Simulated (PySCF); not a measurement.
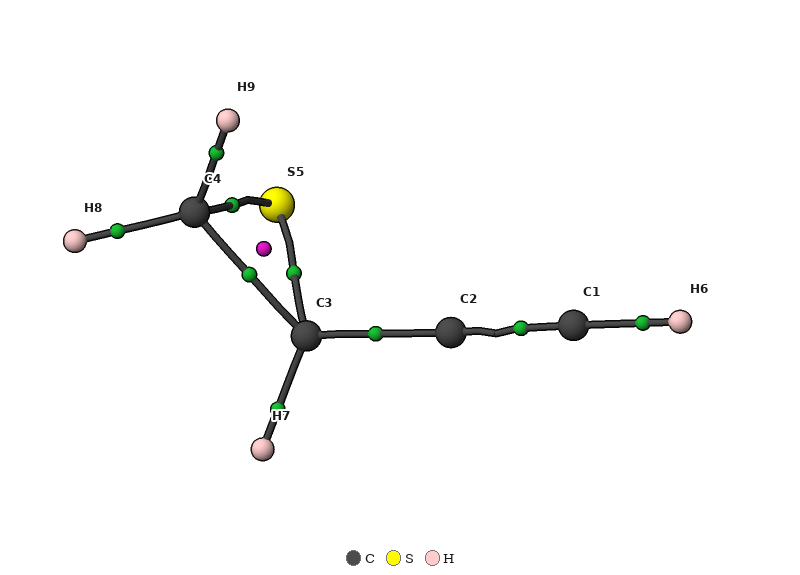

Figure. C4H4S, SMILES `C#CC1CS1`. Molecular graph of the electron density (QTAIM): bond paths, bond critical points (green), ring points (magenta, if any); weak paths are dashed.

Level of theory: PBE/cc-pVTZ (PySCF), at a geometry from GFN2-xTB. No frequency check shows the geometry to be a minimum. GFN2-xTB bond lengths at metals and heavier atoms can be off by up to 0.1 Å and shapes distorted, which carries into these values.

How many critical points of each kind are there, and does the count close?

9 nuclei, 9 bond, 1 ring and 0 cage critical points: 9 − 9 + 1 − 0 = 1, as the Poincaré–Hopf relation requires.

Tabulate density, Laplacian, ellipticity and energy density at the bond critical points (atomic units).

```csv
bond,length (Å),ρ (a.u.),∇²ρ (a.u.),ε,H (a.u.)
C1–C2,1.199,0.421,−1.27,0.01,−0.680
C1–H6,1.049,0.304,−1.27,0.00,−0.361
C2–C3,1.423,0.292,−0.89,0.04,−0.310
C4–H9,1.082,0.291,−1.13,0.01,−0.324
C4–H8,1.082,0.291,−1.13,0.01,−0.324
C3–H7,1.086,0.289,−1.12,0.02,−0.320
C3–C4,1.487,0.255,−0.61,0.22,−0.236
C4–S5,1.799,0.170,−0.14,0.38,−0.111
C3–S5,1.827,0.160,−0.09,0.63,−0.098
```

What kind of interaction is C4–H9?

Shared-shell (covalent): ρ = 0.291, ∇²ρ = −1.13, H = −0.324 a.u.
